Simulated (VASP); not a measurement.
Band structure of SrTiO$_{3}$ (cubic perovskite). Calculation: PBEsol GGA, VASP's PBE PAW potentials (set 64) (plane waves; VASP).

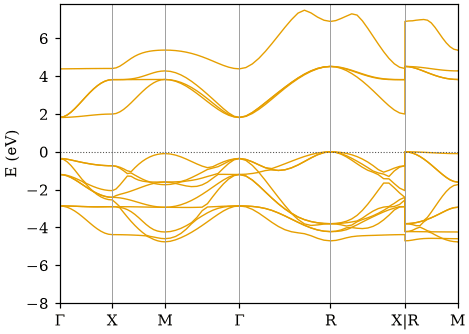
Fig. 1. Bands along high-symmetry lines, zero at the valence-band maximum or, without a gap, the Fermi level

**Question.** Read the plot: is there a gap, and where are the band edges?

**Answer.** The gap is indirect, 1.81 eV, from the valence maximum at R to the conduction minimum at Γ. (Edges off the drawn lines would not show.)

Measured: gap 3.59 eV (computed value off by -1.78 eV), as given by Anna Miglio et al., npj Computational Materials (2020), arXiv:2011.12765 [zero-point renormalisation of 336 meV (experimental, the table's column) added back].

The compound is SrTiO3 in the cubic perovskite structure, the ideal cubic form; the compound distorts at low or room temperature. It was relaxed first.
